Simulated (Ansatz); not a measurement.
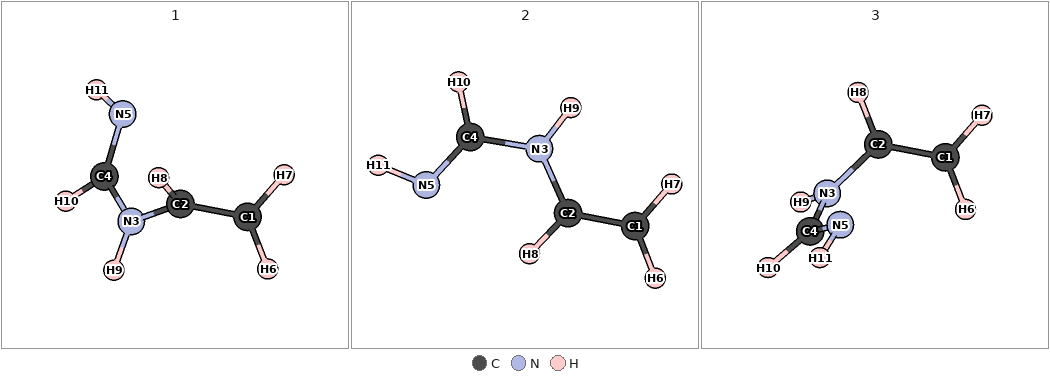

C3H6N2, SMILES C=CNC=N. The first coordinate is: dihedral C1–C2–N3–C4; the second: dihedral H6–C1–C2–N3. Nothing is relaxed (all other coordinates rigid). The grid has 18 × 18 points; 236 points were computed and 88 follow by symmetry. Points are written as (first, second). Energies: kJ/mol, counted from the relaxed molecule at the same level. The dihedral twists a double bond; near 90° a spin-restricted reference is unreliable. Method: RKS PBE0-D4/def2-SVP (Ansatz 0.2.0).

The numbered pictures are structures from this grid.

Q: Rank them by energy, lowest first.

A: 2, at (−180°, −180°): 0.6 kJ/mol; 3, at (80°, 0°): 49 kJ/mol; 1, at (−100°, −60°): 243 kJ/mol.

The map, with the structures marked:

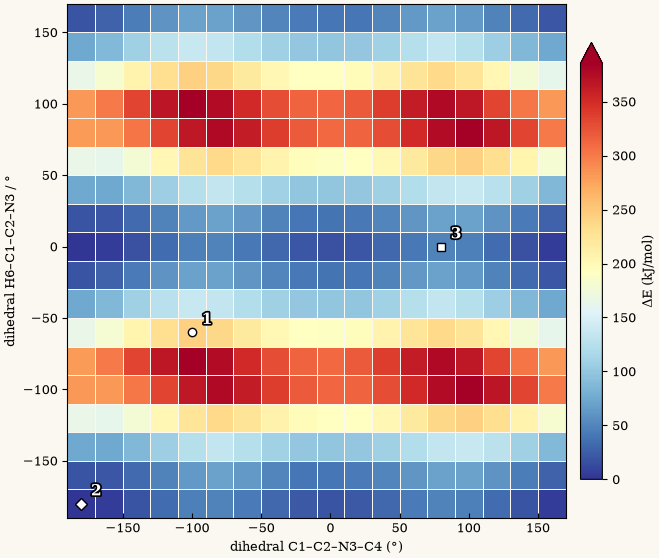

The picture shows one coloured cell a grid point, one colour for all values above the top of the scale.
